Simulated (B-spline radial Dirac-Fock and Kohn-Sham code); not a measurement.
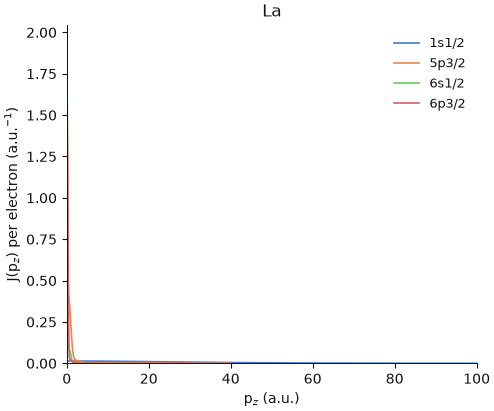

Fig. 1. Compton profiles of the subshells 1s1/2, 5p3/2, 6s1/2 and 6p3/2, per electron. System: neutral La, configuration [Xe] 5d1 6s1 6p1, which is not the ground configuration. The calculation used the impulse approximation on Dirac–Fock orbitals (average of configuration) (a B-spline radial atomic code). Open shells are averaged over j.

Describe what the figure shows.

1s1/2: J(0) = 0.0140, half width 30 a.u., ⟨p⟩ = 53.9 a.u.; 5p3/2: J(0) = 0.438, half width 1.0 a.u., ⟨p⟩ = 1.85 a.u.; 6s1/2: J(0) = 1.95, half width 0.21 a.u., ⟨p⟩ = 0.542 a.u.; 6p3/2: J(0) = 1.59, half width 0.29 a.u., ⟨p⟩ = 0.451 a.u. Of these the tallest at pz = 0 is 6s1/2.
